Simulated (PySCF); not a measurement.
```xyz
16

C    -2.600   -0.010    0.559
C    -1.493   -0.677   -0.215
O    -1.697   -1.665   -0.884
C    -0.116   -0.095   -0.141
C     0.906   -0.698   -0.882
C     2.186   -0.168   -0.818
C     2.398    0.952   -0.010
N     1.439    1.538    0.701
C     0.214    1.024    0.634
H    -2.389   -0.039    1.640
H    -3.540   -0.537    0.357
H    -2.700    1.049    0.274
H     0.660   -1.572   -1.491
H     3.012   -0.607   -1.380
H     3.398    1.396    0.064
H    -0.550    1.531    1.233
```

> Where will the first 5 clear peaks of this molecule's radial distribution curve from gas electron diffraction lie, and which pairs make them?

Peak 1, 1.38 Å: O–C 1.21 Å, N–C 1.33 Å (×2), C–C 1.39–1.51 Å (×6), not resolved; in its flanks C–H 1.09–1.10 Å
Peak 2, 2.40 Å: C···H 2.16–2.66 Å (×9), C···C 2.28–2.58 Å (×7), O···C 2.35–2.37 Å (×2), N···C 2.40–2.41 Å (×2), not resolved; in its flanks C···C 2.72–3.00 Å
Peak 3, 3.78 Å: O···C 3.63 Å, C···C 3.76–3.85 Å (×2), N···C 3.79 Å, C···H 3.81–3.82 Å (×3), not resolved; in its flanks C···H 3.25–3.49 Å
Peak 4, 4.20 Å: C···H 4.08–4.20 Å (×4), O···C 4.16 Å, N···H 4.19–4.24 Å (×2), C···C 4.22 Å, N···C 4.33 Å, not resolved
Peak 5, 4.93 Å: C···H 4.62–5.19 Å (×6), O···N 4.76 Å, O···C 4.94 Å, C···C 4.98–5.12 Å (×2), not resolved

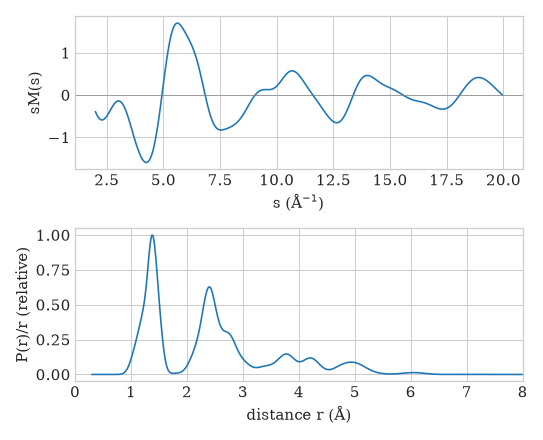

Simulated gas electron diffraction: reduced molecular intensity sM(s) from the Debye equation in the first Born approximation (top) and the radial distribution curve (bottom) of C7H7NO. Each pair of atoms contributes with weight ZᵢZⱼ/r; damping constant 0.0015 Å²; vibrational amplitudes assumed, not computed: 0.05 Å for bonds, 0.078 Å for bonds to H, 0.06 + 0.015 r up to 0.15 Å for other pairs. The geometry is the end point of an optimisation (PBE0-D3(BJ)/def2-SVP geometry optimisation, gas phase in PySCF 2.14.0, density-fitted response routines); it may be a saddle point or a higher isomer.
